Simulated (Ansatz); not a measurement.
## Electronic structure of FHOSi in real space

Input file:

```
crystal:
  periodic: [false, false, false]
  atoms:
    - {symbol: F, position_ang: [-1.140875, 0.741269, 0.017647]}
    - {symbol: O, position_ang: [0.677230, -1.150672, -0.880079]}
    - {symbol: Si, position_ang: [0.075019, 0.239612, -0.890338]}
    - {symbol: H, position_ang: [0.460747, 1.395131, -1.707971]}
basis:
  gaussian: {orbitals: def2-TZVPD}
hamiltonian: {xc: {name: PBE0}}
output: {forces: true, orbitals: {seedname: orbitals}}
```

Launched as:

```sh
ansatz run input.yaml --threads 1 --pin off --max-ram 2610MiB --events-out events.jsonl --progress --plain --runs-dir runs
```

Geometry: B3LYP-D3(BJ)/6-311G**.

Computed with Ansatz, isolated molecule in a Gaussian basis; Kohn-Sham density functional theory, functional PBE0.

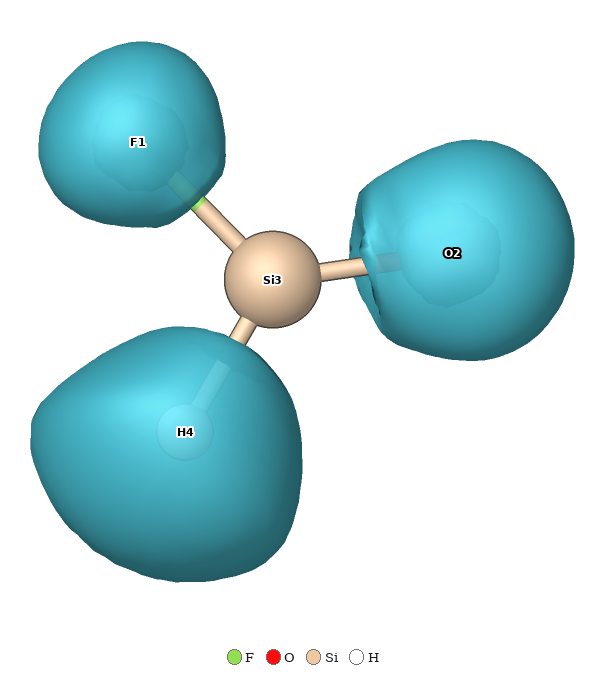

Figure 1. Isosurface of the ELF at 0.75 (cyan), seen across its widest extent. Core shells and regions of very low density are left out.

### What do the ELF domains correspond to?

The surface consists of one region around a hydrogen nucleus, one region wrapped around F (its lone pairs, merged into a ring or cap) and one region wrapped around O (its lone pairs, merged into a ring or cap). Along the contacts the grid gives the following. Si–O (1.52 Å): the ELF peaks at about 0.85 between the atoms (a short, strongly polar bond). Si–F (1.60 Å): the ELF peaks at about 0.85 in the valence shell of F, 0.6 Å from its nucleus, and is about 0.50 at the midpoint.

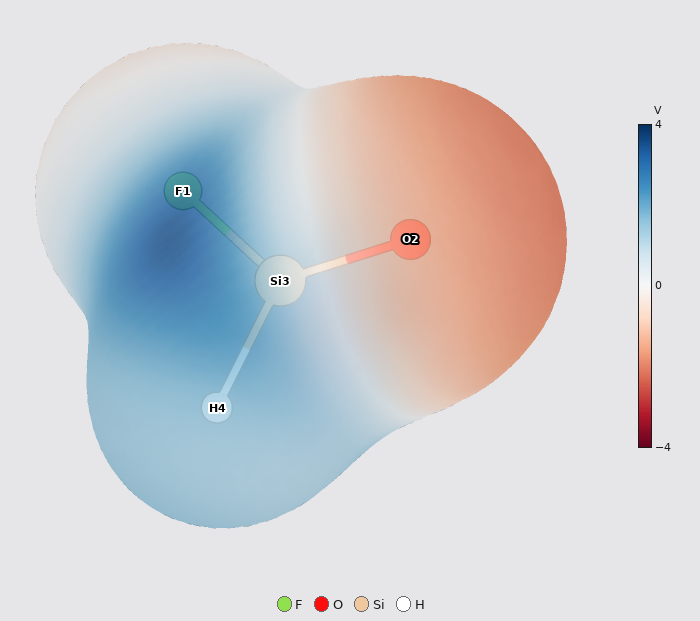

Figure 2. The molecular electrostatic potential painted on the density surface at 0.002 e/bohr³, seen at a tilt; the colour scale runs from red (negative) to blue (positive).

### Describe the electrostatic potential map.

The most negative region (about −2.0 V) lies over O2, the most positive (about +3.4 V) over Si3. O2 is the likeliest acceptor of a hydrogen bond.

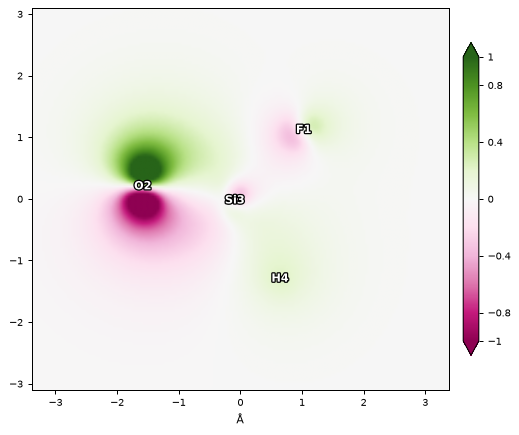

Figure 3. One frontier orbital on the molecular plane (values in Å⁻³ᐟ²; the overall sign is arbitrary).

### Which orbital is it: HOMO or LUMO?

The HOMO, at −9.02 eV. Its weight (Hirshfeld) is mainly on O2 (about 80 %) and Si3 (about 20 %); it is symmetric in the molecular plane (an in-plane orbital: σ, lone-pair or in-plane π type).
